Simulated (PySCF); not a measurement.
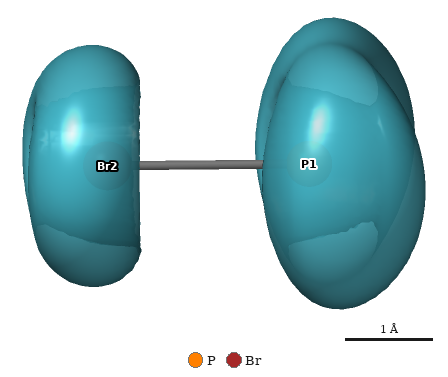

PBr (charge −1, doublet). Isosurface of the electron localisation function at 0.8 (cyan), seen from one side. Core shells and regions of very low density are left out.

Theory: PBE0/def2-TZVPPD, non-relativistic Hamiltonian with scalar-relativistic core potentials where named, at a bond length of 2.324 Å (PySCF 2.14.0).

| atom | x (Å) | y (Å) | z (Å) |
| --- | --- | --- | --- |
| P | 0.0000 | 0.0000 | -1.6690 |
| Br | 0.0000 | 0.0000 | 0.6550 |

### Describe the localisation domains.

At this value the surface marks out one ring or bowl of non-bonding electrons around Br and one ring or bowl of non-bonding electrons around P.

Values along the shortest contacts:
P–Br (2.32 Å): the ELF peaks at about 0.75 between the atoms; a covalent bond.
